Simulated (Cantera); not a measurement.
Input: 1 mol PbO, a varied amount of CH4, 1.5 mol H2, at 1173.15 K and 4000 Pa.

Method: chemical equilibrium by Gibbs-energy minimisation in Cantera with the NASA 1993 tables (ideal gas, pure condensed phases). Candidate condensed phases: C, C6H6, C7H8, C8H18, H2O, Pb, PbO, PbO2, Pb3O4; 113 gas species. Equilibrium is a limit: real reactors are often held back by kinetics, nucleation or transport.

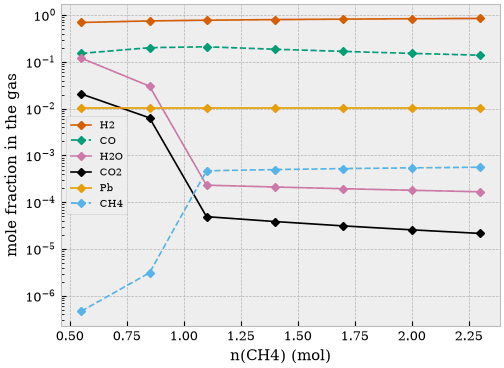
*Equilibrium gas composition (values under 1e-9 drawn at 1e-9)*

From 0.55 mol CH4 to 0.85 mol CH4 the condensed part is Pb(l). From 1.1 mol CH4 to 2.3 mol CH4 the condensed part is C(graphite) + Pb(l). The main Pb-bearing gas is Pb throughout. The share of Pb in condensed phases is highest at 0.55 mol CH4 (96.6 %) and lowest at 2.3 mol CH4 (92.4 %).
